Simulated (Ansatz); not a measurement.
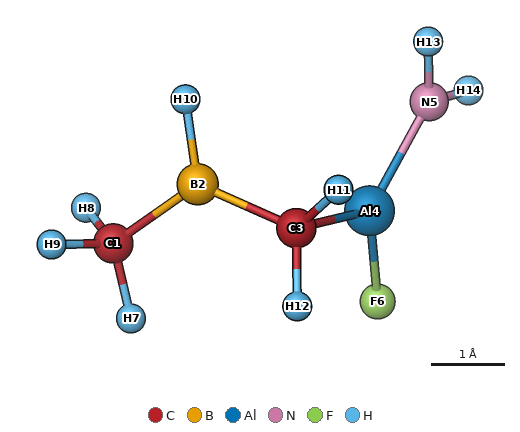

Fig. 1: The structure as given in the input (ball-and-stick view, seen at a tilt; atoms are numbered from 1 in the order of the input). Sticks mark near contacts. Bond lengths as drawn: Al–C 1.97 Å, Al–F 1.66 Å, Al–N 1.77 Å, B–C 1.54 to 1.58 Å, B–H 1.20 Å, C–H 1.10 Å and H–N 1.01 Å.

# Nudged elastic band of C$_{2}$H$_{8}$AlBFN

System: C$_{2}$H$_{8}$AlBFN, SMILES CB[CH2][Al]([NH2])[F].
Method: RKS B3LYP-D4/6-31G* (Ansatz 0.2.0).

One setting was made poor on purpose. It belongs to a series of runs on one base structure; here: an input spoilt on purpose. Figures and captions count atoms from 1; the log counts them from 0 in places.

## The input
```yaml
crystal:
  periodic: [false, false, false]
  atoms:
    - { symbol: C, position_ang: [-1.314256, 1.759799, 0.500376] }
    - { symbol: B, position_ang: [0.009036, 0.957242, 0.795034] }
    - { symbol: C, position_ang: [0.035134, -0.550964, 1.079827] }
    - { symbol: Al, position_ang: [0.167846, -1.332426, -0.722098] }
    - { symbol: "N", position_ang: [1.707066, -1.515339, -1.578248] }
    - { symbol: F, position_ang: [-1.206823, -1.864918, -1.488038] }
    - { symbol: H, position_ang: [-2.227328, 1.153455, 0.46833] }
    - { symbol: H, position_ang: [-1.242233, 2.332494, -0.435153] }
    - { symbol: H, position_ang: [-1.446266, 2.519615, 1.286549] }
    - { symbol: H, position_ang: [1.056834, 1.548642, 0.729648] }
    - { symbol: H, position_ang: [0.918863, -0.922147, 1.612639] }
    - { symbol: H, position_ang: [-0.889898, -0.974883, 1.490959] }
    - { symbol: H, position_ang: [2.602013, -1.212288, -1.214716] }
    - { symbol: H, position_ang: [1.817012, -1.927582, -2.496309] }
basis:
  gaussian: { orbitals: "6-31G*" }
hamiltonian:
  xc: b3lyp
  dispersion: d4
neb:
  order_check: false
  images: 7
  f_tol: 0.03
  max_iterations: 8
  initial_path: idpp
  final_atoms:
    - { symbol: H, position_ang: [1.94063388, -1.80246839, -2.50057163] }
    - { symbol: H, position_ang: [2.6541024, -1.18850527, -1.12771751] }
    - { symbol: H, position_ang: [-1.00034342, -1.05240962, 1.36204096] }
    - { symbol: H, position_ang: [0.79766578, -1.04527316, 1.59925404] }
    - { symbol: H, position_ang: [1.03293672, 1.47504887, 0.90150552] }
    - { symbol: H, position_ang: [-1.17239666, 2.3820762, -0.35406706] }
    - { symbol: H, position_ang: [-2.23421074, 1.17066606, 0.40893451] }
    - { symbol: H, position_ang: [-1.47896192, 2.46377773, 1.36092943] }
    - { symbol: F, position_ang: [-1.13863829, -1.73503676, -1.68764611] }
    - { symbol: "N", position_ang: [1.77911635, -1.44810962, -1.56607603] }
    - { symbol: Al, position_ang: [0.1914196, -1.28299494, -0.80037047] }
    - { symbol: C, position_ang: [-0.04437969, -0.62118277, 1.03885376] }
    - { symbol: B, position_ang: [-0.02650921, 0.90263419, 0.85738278] }
    - { symbol: C, position_ang: [-1.31343479, 1.75247747, 0.53634781] }
```

Run as:
```bash
ansatz run input.yaml --threads 2 --pin off --max-ram 3072MiB --backend cpu --events-out ev --progress --plain --runs-dir out
```

## What the program printed
```
Error: 12 input errors — fix all and re-run
  1. invalid value for `neb.final_atoms`: atom 0 is H but atom 0 of crystal.atoms is C — the final endpoint must list the same atoms in the same order
  2. invalid value for `neb.final_atoms`: atom 1 is H but atom 1 of crystal.atoms is B — the final endpoint must list the same atoms in the same order
  3. invalid value for `neb.final_atoms`: atom 2 is H but atom 2 of crystal.atoms is C — the final endpoint must list the same atoms in the same order
  4. invalid value for `neb.final_atoms`: atom 3 is H but atom 3 of crystal.atoms is Al — the final endpoint must list the same atoms in the same order
  5. invalid value for `neb.final_atoms`: atom 4 is H but atom 4 of crystal.atoms is N — the final endpoint must list the same atoms in the same order
  6. invalid value for `neb.final_atoms`: atom 5 is H but atom 5 of crystal.atoms is F — the final endpoint must list the same atoms in the same order
  7. invalid value for `neb.final_atoms`: atom 8 is F but atom 8 of crystal.atoms is H — the final endpoint must list the same atoms in the same order
  8. invalid value for `neb.final_atoms`: atom 9 is N but atom 9 of crystal.atoms is H — the final endpoint must list the same atoms in the same order
  9. invalid value for `neb.final_atoms`: atom 10 is Al but atom 10 of crystal.atoms is H — the final endpoint must list the same atoms in the same order
 10. invalid value for `neb.final_atoms`: atom 11 is C but atom 11 of crystal.atoms is H — the final endpoint must list the same atoms in the same order
 11. invalid value for `neb.final_atoms`: atom 12 is B but atom 12 of crystal.atoms is H — the final endpoint must list the same atoms in the same order
 12. invalid value for `neb.final_atoms`: atom 13 is C but atom 13 of crystal.atoms is H — the final endpoint must list the same atoms in the same order
```

## Outcome

| quantity | value |
| --- | --- |
| outcome | refused by the program |
| hardware | 2 threads of Intel Xeon (Granite Rapids), 16 GiB of memory available, shared host |

The program refused the input: “12 input errors — fix all and re-run 1. invalid value for `neb.final_atoms`: atom 0 is H but atom 0 of crystal.atoms is C — the final endpoint must list the same atoms in the same order 2. invalid value for `neb.final_atoms`: atom 1 is H but atom 1 of crystal.atoms is B — the final endpoint must list the same atoms in the same order 3 …” A deliberately poor setting: bad input.
